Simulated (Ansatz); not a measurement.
System: AlClFH4N2 (doublet).

Input file:

```
crystal:
  periodic: [false, false, false]
  atoms:
    - { symbol: Al, position_ang: [0.045148, -0.161801, 0.485112] }
    - { symbol: F, position_ang: [0.252115, -1.54949, 1.393471] }
    - { symbol: "N", position_ang: [1.411631, 0.227309, -0.679413] }
    - { symbol: H, position_ang: [1.317027, 0.759353, -1.553298] }
    - { symbol: H, position_ang: [2.39113, -0.052068, -0.541456] }
    - { symbol: "N", position_ang: [-1.441687, -0.117422, -0.597528] }
    - { symbol: H, position_ang: [-2.317868, -0.615171, -0.39165] }
    - { symbol: H, position_ang: [-1.556488, 0.4595, -1.440912] }
    - { symbol: Cl, position_ang: [-0.101008, 1.049792, 2.185674] }
magnetization:
  spin_polarized: true
  initial_magnetization: 1
basis:
  gaussian: { orbitals: def2-SVP }
hamiltonian:
  xc: lda
relax:
  f_tol: 0.03
  max_steps: 50
output:
  orbitals: {}
```

Command:

```sh
ansatz run input.yaml --threads 4 --pin off --max-ram 5120MiB --backend cpu --events-out ev --progress --plain --runs-dir out
```

The fields are those of the run's last geometry, not of the input's.

All numbers below come from Ansatz, UKS LDA/def2-SVP.

Q: What will maps of the electron density, electron localisation function and spin density show?

A: Al–F (1.67 Å): the density is about 0.79 e/Å³ at the midpoint; the ELF peaks at about 0.85 in the valence shell of F, 0.6 Å from its nucleus, and is about 0.30 at the midpoint.
Al–N (1.86 Å): the density is about 0.7 e/Å³ at the midpoint; the ELF peaks at about 0.95 in the valence shell of N, 0.7 Å from its nucleus, and is about 0.65 at the midpoint.
N–H (1.03 Å): ρ is about 2.7 e/Å³ halfway; the ELF climbs to about 1 towards the hydrogen, as it does in any bond to H (an ordinary covalent bond to hydrogen).
The unpaired spin (1 electron) lies mostly on N3 (about 0.4) and N6 (about 0.4), in electrons by Hirshfeld's partition.

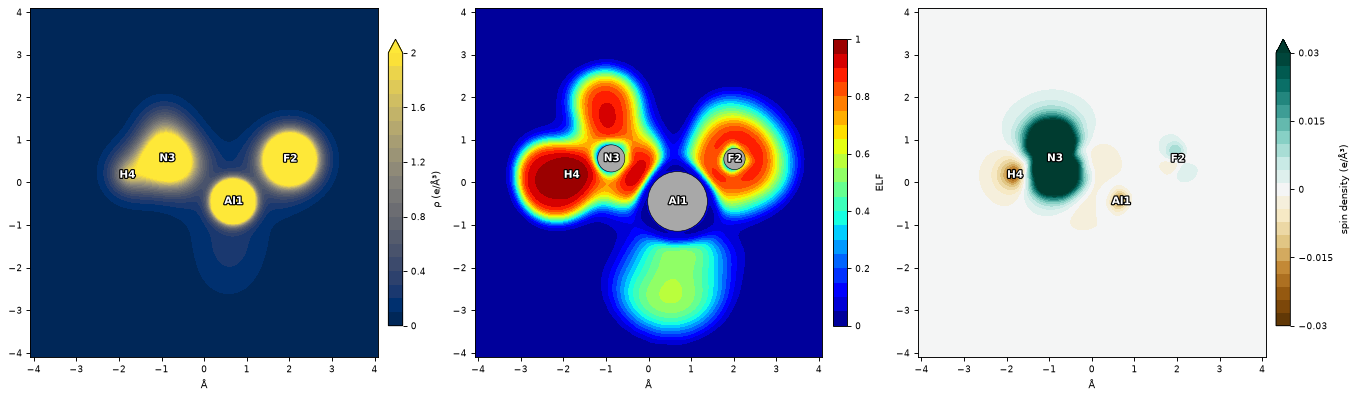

Computed electron density, electron localisation function and spin density on the plane of atoms F2, Al1 and N3, in this order. Grey discs cover the atomic cores in the ELF map. 
